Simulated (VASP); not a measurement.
Band structure of C (space group P6_3/mmc). Level of theory: PBEsol GGA, VASP's PBE PAW potentials (set 64) (plane waves; VASP 6.6.1).

Without a dispersion term in the relaxation, distances and binding between the weakly bound layers, chains or molecules are unreliable, and so is what depends on them.

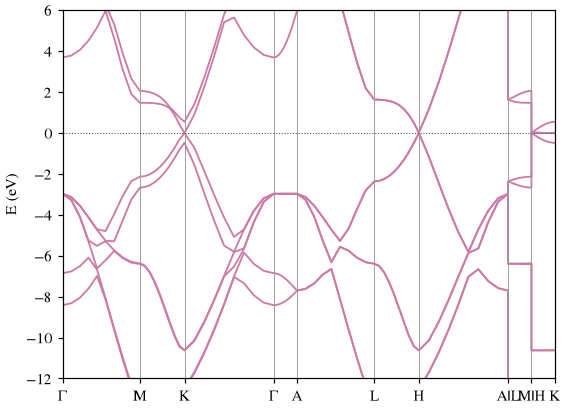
*Bands along high-symmetry lines, zero at the valence-band maximum or, without a gap, the Fermi level*

Read the plot: is there a gap, and where are the band edges?

It has no gap at this level: it comes out as a metal or semimetal. (Edges off the drawn lines would not show.)

The structure comes from a measured C entry (P6_3/mmc) of the Crystallography Open Database, whose conditions weren't checked. It was relaxed first.
